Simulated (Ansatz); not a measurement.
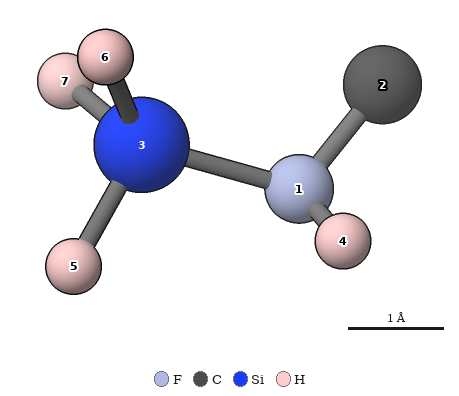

*The input geometry (ball-and-stick view, seen at a tilt; atoms are numbered from 1 in the order of the input).*

Bond lengths as drawn: C–F 1.44 Å, F–H 0.91 Å, F–Si 1.80 Å and H–Si 1.51 to 1.55 Å.

**CH4FSi (charge −1): geometry relaxation (part 1 of 2)**

The run: geometry relaxation of CH4FSi, charge −1. Method and program: RKS PBE-D4/def2-SVPD (Ansatz 0.2.0).

Figures and captions count atoms from 1; the log counts them from 0 in places.

Input
```yaml
crystal:
  periodic: [false, false, false]
  atoms:
    - {symbol: F, position_ang: [-0.464307, -1.034804, -0.231251]}
    - {symbol: C, position_ang: [-0.437947, -1.905449, 0.919663]}
    - {symbol: Si, position_ang: [0.352426, 0.559575, -0.023379]}
    - {symbol: H, position_ang: [-1.324620, -1.007529, -0.526575]}
    - {symbol: H, position_ang: [0.162182, 1.312730, -1.313721]}
    - {symbol: H, position_ang: [0.046142, 1.637965, 1.043469]}
    - {symbol: H, position_ang: [1.842553, 0.431919, 0.192345]}
basis:
  gaussian: {orbitals: def2-SVPD}
total_charge: -1
hamiltonian: {xc: pbe, dispersion: d4}
relax: {f_tol: 0.03, max_steps: 250}
```

Hardware: 2 threads of Arm Neoverse V1, 23 GiB of memory available, shared host.

Command:
```bash
ansatz run in.yaml --threads 2 --pin off --events-out ev --progress --plain --max-ram 4352MiB
```

The program's output
```
Functional definition: PBE
  name "PBE"
  cite "Perdew, Burke & Ernzerhof, Phys. Rev. Lett. 77, 3865 (1996) doi:10.1103/PhysRevLett.77.3865"
  parent pbe
  parameter kappa = 0.804
  parameter beta = 0.06672455060314922
  exchange = pbe_x(kappa = kappa, mu = beta*pi^2/3)
  correlation = pbe_c(beta = beta)
838 factors; their error is unknown
mean field evaluation 1: about -11644.8812 eV, gradient 9.9e1 eV
mean field evaluation 2: about -11504.8026 eV, gradient 1.8e2 eV
mean field evaluation 4: about -11632.7432 eV, gradient 7.3e1 eV
mean field evaluation 8: about -11653.1212 eV, gradient 6.7e1 eV
mean field evaluation 16: about -11669.9299 eV, gradient 5.6e-4 eV
mean field evaluation 32: about -11665.1758 eV, gradient 1.5e1 eV
mean field -11669.92993832 eV, -428.8620150706 hartree, gradient 2.7e-5 eV, S^2 0.000000; 5 other end points of the search recorded, 0 dependent functions left out
the calculation of the forces begins
reference -11669.92998042 eV, -428.8620166178 hartree; 17, 17 occupied and 82, 82 virtual orbitals, 838 factors
relax step   1: F+E_penalty+E_count = -11670.06481637 eV  Δ(F+E_penalty+E_count) = +0.000e0 eV  max|allowed force component| = 5.980e0 eV/Å  Δτ_max = 0.0000 Å  (176 SCF iters, accepted)
these checks for a lower state are left out or cut short: starts, cluster_reference, orbital_swaps, neighbouring_geometries, increment
838 factors; their error is unknown
mean field evaluation 64: about -11671.5713 eV, gradient 8.7e-1 eV
mean field -11671.98089542 eV, -428.9373863537 hartree, gradient 1.5e-5 eV, S^2 0.000000; 1 other end points of the search recorded, 0 dependent functions left out
[... from here on the field's lines of each further geometry are left out, up to the last ...]
relax step   2: F+E_penalty+E_count = -11672.11410066 eV  Δ(F+E_penalty+E_count) = -2.049e0 eV  max|allowed force component| = 5.450e0 eV/Å  Δτ_max = 0.1861 Å  (142 SCF iters, accepted)
relax step   3: F+E_penalty+E_count = -11673.71024369 eV  Δ(F+E_penalty+E_count) = -1.596e0 eV  max|allowed force component| = 4.900e0 eV/Å  Δτ_max = 0.1946 Å  (75 SCF iters, accepted)
relax step   4: F+E_penalty+E_count = -11674.81029262 eV  Δ(F+E_penalty+E_count) = -1.100e0 eV  max|allowed force component| = 3.538e0 eV/Å  Δτ_max = 0.1907 Å  (39 SCF iters, accepted)
relax step   5: F+E_penalty+E_count = -11675.98238361 eV  Δ(F+E_penalty+E_count) = -1.172e0 eV  max|allowed force component| = 2.688e0 eV/Å  Δτ_max = 0.1946 Å  (38 SCF iters, accepted)
relax step   6: F+E_penalty+E_count = -11677.06962255 eV  Δ(F+E_penalty+E_count) = -1.087e0 eV  max|allowed force component| = 2.549e0 eV/Å  Δτ_max = 0.1962 Å  (38 SCF iters, accepted)
relax step   7: F+E_penalty+E_count = -11678.04552943 eV  Δ(F+E_penalty+E_count) = -9.759e-1 eV  max|allowed force component| = 1.857e0 eV/Å  Δτ_max = 0.1944 Å  (38 SCF iters, accepted)
relax step   8: F+E_penalty+E_count = -11679.04528133 eV  Δ(F+E_penalty+E_count) = -9.998e-1 eV  max|allowed force component| = 2.579e0 eV/Å  Δτ_max = 0.1929 Å  (37 SCF iters, accepted)
relax step   9: F+E_penalty+E_count = -11680.04571389 eV  Δ(F+E_penalty+E_count) = -1.000e0 eV  max|allowed force component| = 1.739e0 eV/Å  Δτ_max = 0.1965 Å  (36 SCF iters, accepted)
relax step  10: F+E_penalty+E_count = -11680.47608653 eV  Δ(F+E_penalty+E_count) = -4.304e-1 eV  max|allowed force component| = 3.992e0 eV/Å  Δτ_max = 0.1952 Å  (36 SCF iters, accepted)
relax step  11: F+E_penalty+E_count = -11680.90466604 eV  Δ(F+E_penalty+E_count) = -4.286e-1 eV  max|allowed force component| = 1.982e0 eV/Å  Δτ_max = 0.1948 Å  (36 SCF iters, accepted)
relax step  12: F+E_penalty+E_count = -11681.30074637 eV  Δ(F+E_penalty+E_count) = -3.961e-1 eV  max|allowed force component| = 1.642e0 eV/Å  Δτ_max = 0.2000 Å  (37 SCF iters, accepted)
relax step  13: F+E_penalty+E_count = -11681.67823603 eV  Δ(F+E_penalty+E_count) = -3.775e-1 eV  max|allowed force component| = 1.337e0 eV/Å  Δτ_max = 0.1885 Å  (37 SCF iters, accepted)
relax step  14: F+E_penalty+E_count = -11681.89807450 eV  Δ(F+E_penalty+E_count) = -2.198e-1 eV  max|allowed force component| = 1.470e0 eV/Å  Δτ_max = 0.1472 Å  (35 SCF iters, accepted)
relax step  15: F+E_penalty+E_count = -11682.06762704 eV  Δ(F+E_penalty+E_count) = -1.696e-1 eV  max|allowed force component| = 5.358e-1 eV/Å  Δτ_max = 0.2000 Å  (35 SCF iters, accepted)
relax step  16: F+E_penalty+E_count = -11682.10508515 eV  Δ(F+E_penalty+E_count) = -3.746e-2 eV  max|allowed force component| = 3.588e-1 eV/Å  Δτ_max = 0.1232 Å  (29 SCF iters, accepted)
relax step  17: F+E_penalty+E_count = -11682.11248515 eV  Δ(F+E_penalty+E_count) = -7.400e-3 eV  max|allowed force component| = 3.677e-1 eV/Å  Δτ_max = 0.1203 Å  (29 SCF iters, accepted)
relax step  18: F+E_penalty+E_count = -11682.12264174 eV  Δ(F+E_penalty+E_count) = -1.016e-2 eV  max|allowed force component| = 1.097e-1 eV/Å  Δτ_max = 0.0644 Å  (28 SCF iters, accepted)
relax step  19: F+E_penalty+E_count = -11682.12333862 eV  Δ(F+E_penalty+E_count) = -6.969e-4 eV  max|allowed force component| = 1.505e-1 eV/Å  Δτ_max = 0.0285 Å  (29 SCF iters, accepted)
relax step  20: F+E_penalty+E_count = -11682.12460022 eV  Δ(F+E_penalty+E_count) = -1.262e-3 eV  max|allowed force component| = 3.719e-2 eV/Å  Δτ_max = 0.0215 Å  (29 SCF iters, accepted)
the calculation of the forces begins
reference -11681.99713096 eV, -429.3054762206 hartree; 17, 17 occupied and 82, 82 virtual orbitals, 838 factors
relax step  21: F+E_penalty+E_count = -11682.12476353 eV  Δ(F+E_penalty+E_count) = -1.633e-4 eV  max|allowed force component| = 1.599e-2 eV/Å  Δτ_max = 0.0085 Å  (31 SCF iters, accepted)
```

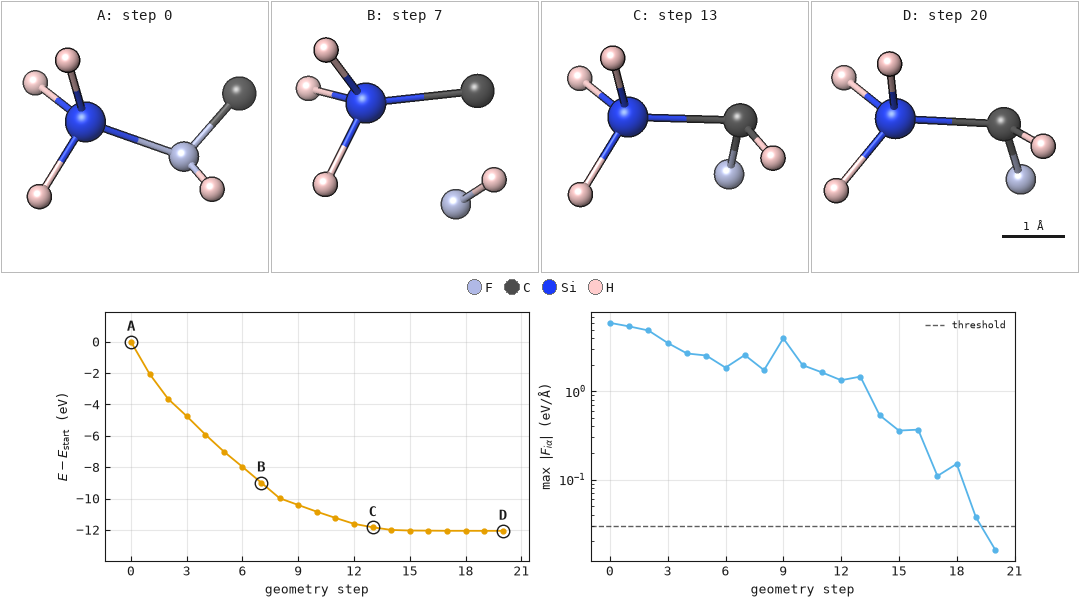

*Frames of the relaxation (ball-and-stick view, seen at a tilt) above the curves, on which the letters mark them (the first geometry is step 0 here and step 1 in the log).*

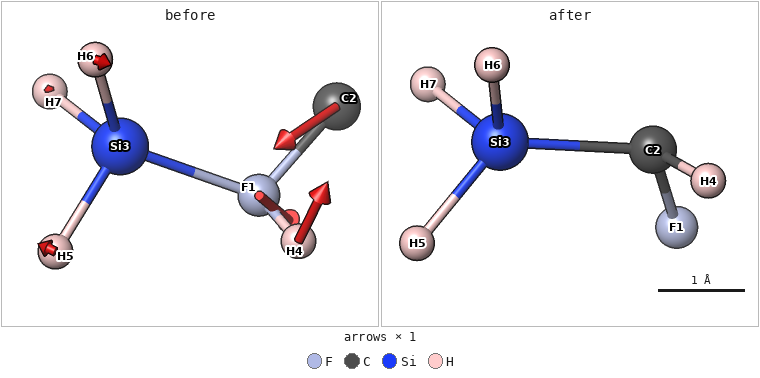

*Before (left) and after (right) the relaxation, at one scale (ball-and-stick view, seen at a tilt). The red arrows give the displacements, at true length.*

The energy falls by 12.060 eV in 20 geometry steps. Largest force component: 6 eV/Å at the start, 0.016 eV/Å at the end. The atom that moves furthest after the best rigid fit is F1 (1.16 Å). By element the largest moves are F 1.16 Å, C 1.06 Å, H 0.88 Å, Si 0.05 Å. Among the contacts that change: F1–H4 0.910 → 2.075 Å, F1–Si3 1.803 → 2.775 Å, C2–Si3 2.755 → 1.835 Å, C2–H4 1.919 → 1.117 Å. New bonds form: C2–H4 (1.92 → 1.12 Å), C2–Si3 (2.76 → 1.83 Å). Bonds break: F1–H4 (0.91 → 2.08 Å), F1–Si3 (1.80 → 2.78 Å). Among the angles that change: H5–Si3–H7 106.8° → 99.0°, H6–Si3–H7 99.0° → 106.3°. (Atoms are counted from 1 in the order of the input.)

```
838 factors; their error is unknown
mean field -11681.99708514 eV, -429.3054745369 hartree, gradient 1.9e-5 eV, S^2 0.000000; 1 other end points of the search recorded, 0 dependent functions left out
the calculation of the forces begins
reference -11681.99713096 eV, -429.3054762206 hartree; 17, 17 occupied and 82, 82 virtual orbitals, 838 factors
Total energy: -11682.12480935 eV, -429.3101683150 hartree
Atom 0 at    -0.211526    -1.960416    -0.917384 Å, force    -0.003741     0.004014     0.012028 eV/Å
Atom 1 at    -0.436019    -1.075736     0.242042 Å, force    -0.010159    -0.012380    -0.011477 eV/Å
Atom 2 at     0.355595     0.570281     0.070392 Å, force     0.003992     0.015985    -0.007855 eV/Å
Atom 3 at    -1.544398    -1.019350     0.365120 Å, force     0.006796    -0.002111    -0.000643 eV/Å
Atom 4 at     0.179575     1.612850    -1.088874 Å, force    -0.005900     0.000640    -0.007627 eV/Å
Atom 5 at    -0.047955     1.375991     1.298548 Å, force     0.006590    -0.006382     0.005002 eV/Å
Atom 6 at     1.881156     0.490787     0.090709 Å, force     0.002421     0.000233     0.010571 eV/Å
Dipole moment:    -0.065638     0.120476    -0.163739 e Å
```

Trajectory as extended XYZ (Å, eV, eV/Å), 21 frames, from step=1 to step=21
```
7
Properties=species:S:1:pos:R:3:forces:R:3 step=1 energy=-11670.06482
F    -0.4643   -1.0348   -0.2313    2.8258  -0.8301  -5.3595
C    -0.4379   -1.9054    0.9197    0.4662  -3.8099   5.9804
Si    0.3524    0.5596   -0.0234    2.3181   4.8158   2.6587
H    -1.3246   -1.0075   -0.5266   -5.7192  -0.1011  -2.1180
H     0.1622    1.3127   -1.3137    0.0176   0.1308  -0.3755
H     0.0461    1.6380    1.0435    0.0965   0.0565  -0.3934
H     1.8426    0.4319    0.1923   -0.0050  -0.2622  -0.3927
7
Properties=species:S:1:pos:R:3:forces:R:3 step=2 energy=-11672.11410
F    -0.4454   -1.1084   -0.3201    0.3397  -0.9947  -5.4500
C    -0.4547   -1.9071    1.0435    0.0604  -1.0619   3.7479
Si    0.3408    0.6155    0.0932    1.2122   2.3755   2.3202
H    -1.3699   -1.1209   -0.6670   -1.5364  -0.4148  -0.2655
H     0.1795    1.3559   -1.2297   -0.2262  -0.1352  -0.2216
H     0.0721    1.7782    1.0642    0.3803   0.2524  -0.0911
H     1.8540    0.3813    0.0765   -0.2300  -0.0212  -0.0399
7
Properties=species:S:1:pos:R:3:forces:R:3 step=3 energy=-11673.71024
F    -0.4200   -1.1953   -0.4924   -1.1525  -1.2437  -4.8999
C    -0.4414   -1.8361    1.1442   -0.1664   1.0742   1.6957
Si    0.3365    0.6478    0.1989    0.6616   0.2963   1.6594
H    -1.4404   -1.1929   -0.7463    1.0530  -0.3538   1.1311
H     0.1662    1.3426   -1.1780   -0.3772  -0.2958   0.1321
H     0.1122    1.8674    1.0948    0.4284   0.3395   0.0952
H     1.8634    0.3609    0.0393   -0.4469   0.1833   0.1864
7
Properties=species:S:1:pos:R:3:forces:R:3 step=4 energy=-11674.81029
F    -0.3879   -1.2724   -0.6639   -1.6555  -1.1588  -3.5379
C    -0.4337   -1.7221    1.1924   -0.2329   2.1271   0.2587
Si    0.3329    0.6426    0.2738    0.3518  -0.7923   0.9219
H    -1.4856   -1.2293   -0.7548    2.1167  -0.2799   1.4026
H     0.1430    1.3154   -1.1357   -0.4194  -0.3676   0.4066
H     0.1417    1.9043    1.1139    0.3770   0.2319   0.2129
H     1.8661    0.3559    0.0349   -0.5379   0.2396   0.3353
```
